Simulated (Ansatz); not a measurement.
# HS2Si: the cost of one run

Program: Ansatz 0.2.0. Level of theory: UKS r2SCANh-D4/6-31G*. These are calculated values, not measurements.

## 1. The starting structure

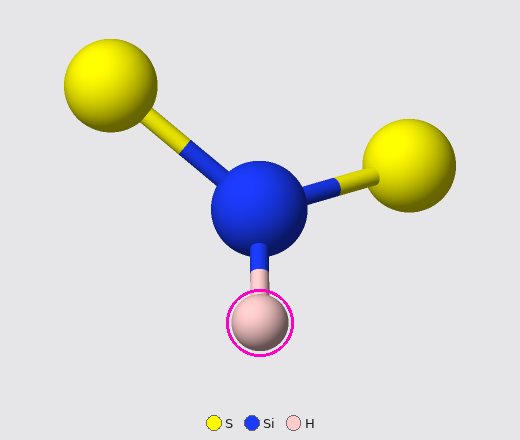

Start, viewed from a chosen angle; sulfur yellow, silicon blue, hydrogen pink. Ringed: H4.

Coordinates:

```xyz
4

S    -1.5972   -0.4807    1.0240
Si    0.1402   -0.0035    0.0789
S     0.0804    0.3868   -1.9170
H     1.3766    0.0974    0.8141
```

## 2. Relaxing end A

The input, input.yaml:

```yaml
crystal:
  periodic: [false, false, false]
  atoms:
    - { symbol: S, position_ang: [-1.5972, -0.48071, 1.02404] }
    - { symbol: Si, position_ang: [0.14023, -0.00354, 0.07887] }
    - { symbol: S, position_ang: [0.08038, 0.38679, -1.91705] }
    - { symbol: H, position_ang: [1.37659, 0.09745, 0.81414] }
magnetization:
  spin_polarized: true
  initial_magnetization: 1
basis:
  gaussian: { orbitals: "6-31G*" }
hamiltonian:
  xc: r2scanh
  dispersion: d4
relax:
  f_tol: 0.02
  max_steps: 50
```

On the command line:

```bash
$ ansatz run input.yaml --threads 2 --pin off --max-ram 3072MiB --backend cpu --events-out ev --progress --plain --runs-dir out
```

**Question.** How long does this run take on 2 threads of Arm Neoverse V1, shared host, and how much memory does it need?

About 22 s, with a peak of 0.19 GiB.
